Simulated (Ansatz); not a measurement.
## Single-point calculation, with input and output: C$_{7}$H$_{12}$O

- system: C$_{7}$H$_{12}$O, SMILES COC1=CCCCC1
- method: RKS PBE0-D4/def2-TZVPP (Ansatz 0.2.0)

The geometry comes from this level: PBE0-D4/def2-TZVP.

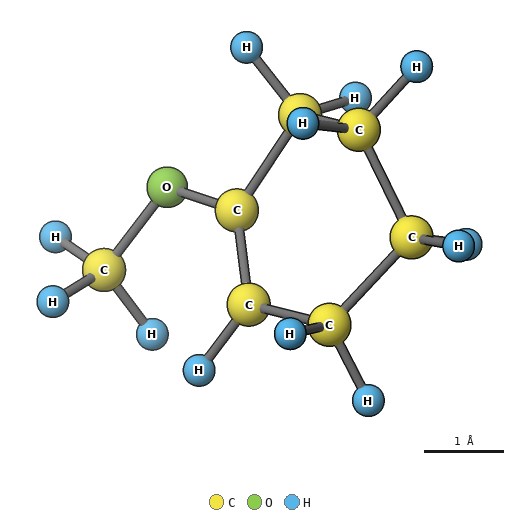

*The structure as given in the input (ball-and-stick view, seen at a tilt).*

Bond lengths as drawn: C–C 1.33 to 1.52 Å, C–H 1.08 to 1.10 Å and C–O 1.36 to 1.40 Å.

## Key numbers

```csv
quantity,value
outcome,converged
total energy,−9494.2460 eV
mean-field energy,−9493.8377 eV
dispersion energy,−0.4082 eV
SCF solution under orbital rotations,stable
HOMO,−6.10 eV
LUMO,1.02 eV
hardware,"2 CPU threads, shared host"
wall time,3.4 s (CPU time 3.9 s)
peak memory,0.94 GiB
```

## The input
```yaml
crystal:
  periodic: [false, false, false]
  atoms:
    - {symbol: C, position_ang: [-1.348265, -1.318160, 2.348914]}
    - {symbol: O, position_ang: [-0.362592, -0.359184, 2.066381]}
    - {symbol: C, position_ang: [-0.089932, -0.112456, 0.760644]}
    - {symbol: C, position_ang: [-0.656513, -0.725893, -0.280829]}
    - {symbol: C, position_ang: [-0.327814, -0.371944, -1.700280]}
    - {symbol: C, position_ang: [0.416374, 0.950500, -1.810288]}
    - {symbol: C, position_ang: [1.523593, 1.026931, -0.772500]}
    - {symbol: C, position_ang: [0.944701, 0.958329, 0.632055]}
    - {symbol: H, position_ang: [-1.440426, -1.357578, 3.433388]}
    - {symbol: H, position_ang: [-2.312789, -1.038592, 1.909838]}
    - {symbol: H, position_ang: [-1.062398, -2.307164, 1.972955]}
    - {symbol: H, position_ang: [-1.384867, -1.512378, -0.123202]}
    - {symbol: H, position_ang: [-1.250432, -0.329121, -2.289259]}
    - {symbol: H, position_ang: [0.273196, -1.172141, -2.154376]}
    - {symbol: H, position_ang: [-0.285683, 1.776294, -1.645744]}
    - {symbol: H, position_ang: [0.820813, 1.073420, -2.818797]}
    - {symbol: H, position_ang: [2.107931, 1.943350, -0.890250]}
    - {symbol: H, position_ang: [2.214545, 0.189328, -0.921711]}
    - {symbol: H, position_ang: [1.728029, 0.768297, 1.372029]}
    - {symbol: H, position_ang: [0.492517, 1.918168, 0.911041]}
basis:
  gaussian: {orbitals: def2-TZVPP}
hamiltonian: {xc: pbe0, dispersion: d4}
output: {orbitals: {seedname: orbitals}}
```

Launch command:
```bash
ansatz run in.yaml --threads 2 --pin off --events-out ev --progress --plain --max-ram 22528MiB --backend cuda --devices 0, --max-vram 18GiB
```

## Output
```
Functional definition: PBE0
  name "PBE0"
  cite "Adamo & Barone, J. Chem. Phys. 110, 6158 (1999) doi:10.1063/1.478522"
  cite "Perdew, Burke & Ernzerhof, Phys. Rev. Lett. 77, 3865 (1996) doi:10.1103/PhysRevLett.77.3865"
  parent pbe
  parameter a = 0.25
  parameter kappa = 0.804
  parameter beta = 0.06672455060314922
  exchange = (1 - a)*pbe_x(kappa = kappa, mu = beta*pi^2/3) + a*exact_x
  correlation = pbe_c(beta = beta)
2119 factors; their error is unknown
mean field evaluation 1: about -9480.0594 eV, gradient 7.7e1 eV
mean field evaluation 2: about -9472.8155 eV, gradient 9.3e1 eV
mean field evaluation 4: about -9493.8088 eV, gradient 4.9e0 eV
mean field evaluation 8: about -9493.8605 eV, gradient 2.4e-1 eV
mean field evaluation 16: about -9493.8377 eV, gradient 4.9e-4 eV
mean field -9493.83770277 eV, -348.8921004225 hartree, gradient 6.2e-5 eV, S^2 0.000000; 0 other end points of the search recorded, 0 dependent functions left out
reference -9493.83774375 eV, -348.8921019285 hartree; 31, 31 occupied and 385, 385 virtual orbitals, 2119 factors
Total energy: -9494.24597986 eV, -348.9071043288 hartree
```

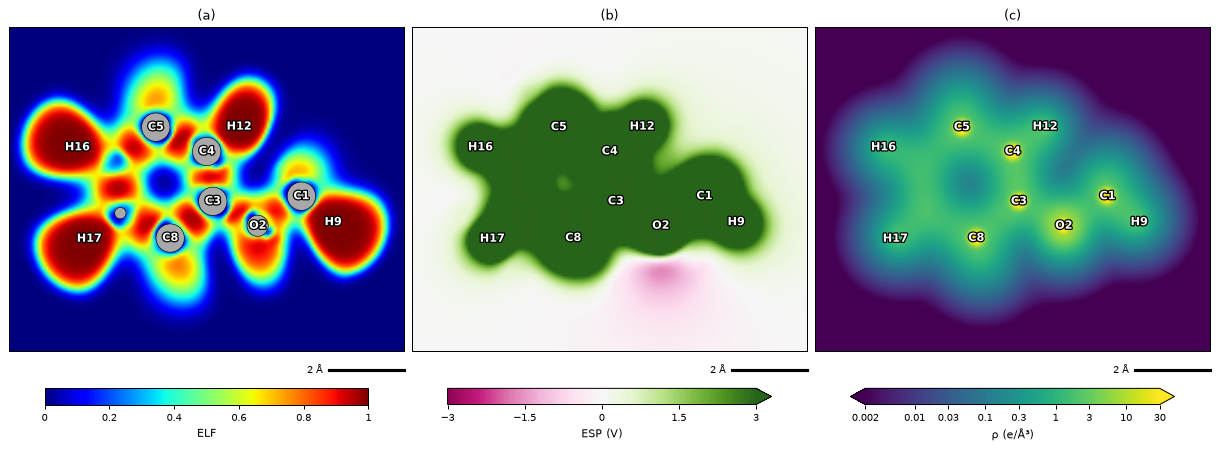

*(a) electron localisation function; (b) molecular electrostatic potential; (c) total electron density on the plane of atoms C4, C3 and C8. Grey discs, where drawn, cover atomic cores.*

Atoms in the plane: C, O and H. C–C (1.33 Å): ρ is about 2.4 e/Å³ halfway; the ELF peaks at about 0.95 between the atoms (a multiple bond by its length, whose ELF region spreads away from the axis). C–O (1.40 Å): ρ is about 2.1 e/Å³ halfway, with its minimum of 1.8 e/Å³ about 0.5 Å from C; the ELF peaks at about 0.90 between the atoms, which marks a shared but strongly polarised pair.

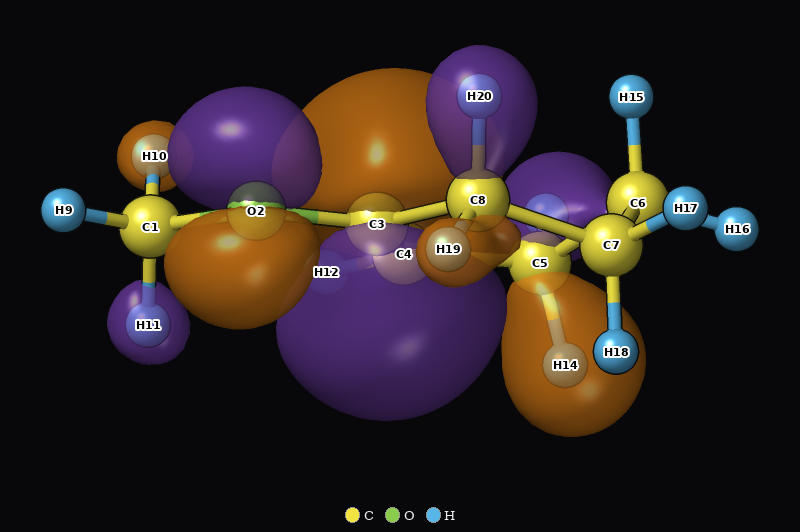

*The HOMO at ±0.08 Å⁻³ᐟ² (orange and purple are the two phases), seen from the side.*

Its weight (Hirshfeld) is mainly on C4 (35 %), C3 (20 %) and O2 (15 %). Its energy is −6.10 eV.

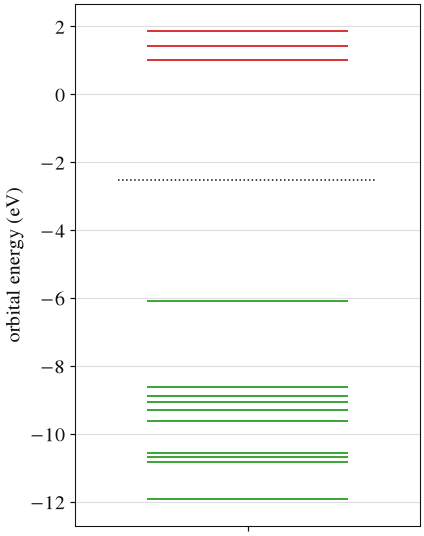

*Orbital energies near the frontier; the dotted line parts filled from empty levels, and levels within 0.02 eV of each other stand side by side.*

Highest filled −6.10 eV, lowest empty 1.02 eV, 7.12 eV apart.
